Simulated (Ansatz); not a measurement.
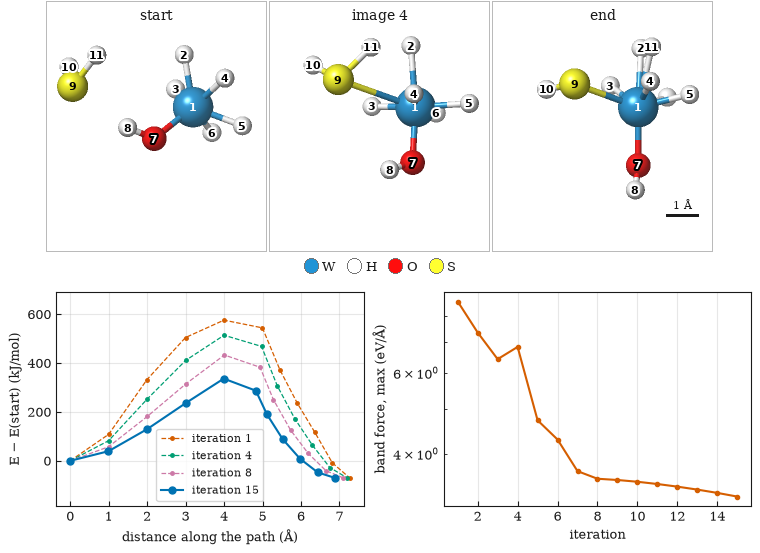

A nudged-elastic-band calculation for WH₈SO, made up at the start of WH$_{6}$O and H$_{2}$S. Images are numbered from 0 (start) to 10 (end). The plot follows the band through its iterations. Style: ball-and-stick. Shown at a tilt.

All numbers below come from Ansatz 0.2.0, RKS PBE0-D4/def2-SVP. Settings: 9 movable images; climbing image; force threshold 0.05 eV/Å; iteration limit 15; optimiser L-BFGS; largest step 0.02 Å; starting path through a guess of the saddle point.

**Judge this run.**

The result isn't final. The band hadn't converged when the run stopped after 15 iterations. The largest component of the band force went from 8.6 to 3.2 eV/Å. The barrier read from it is provisional: over the last two iterations the highest image moved from 360.9 kJ/mol to 336.6 kJ/mol. The step length is far from the usual. The first iteration put the highest image at 576.1 kJ/mol. The energy climbs by 336.6 kJ/mol to image 4 and then falls by 406.7 kJ/mol, so the end point sits at −70.0 kJ/mol.

Limits of the set-up: the start holds two separate molecules, 2.3 Å apart at their closest, whose relative position is a soft coordinate.
